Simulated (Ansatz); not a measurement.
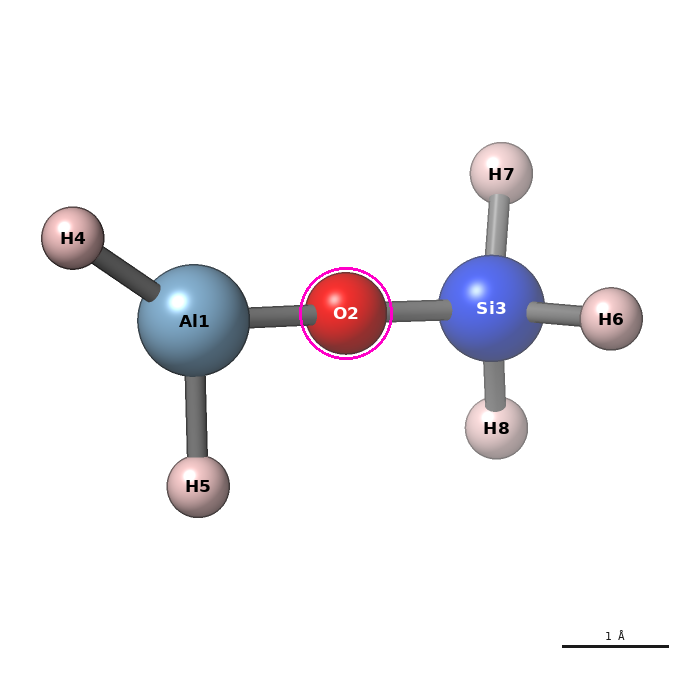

The picture comes from a calculation with Ansatz.

Orthographic view. Depth is shown by fading: the farther an atom, the more it takes the colour of the background. Geometry: moved along internal coordinates away from the minimum.

Name the neighbours of the circled atom.

Answer. The circled atom is O2; it is bonded to Al1, Si3.

Of Si3 and H6, which is nearer the viewer?

Answer. H6; the bond to Si3 points away from the viewer, so it looks shorter than its 1.44 Å.

Which atom is nearest the viewer?

Answer. H4, 1.8 Å in front of the mean position.
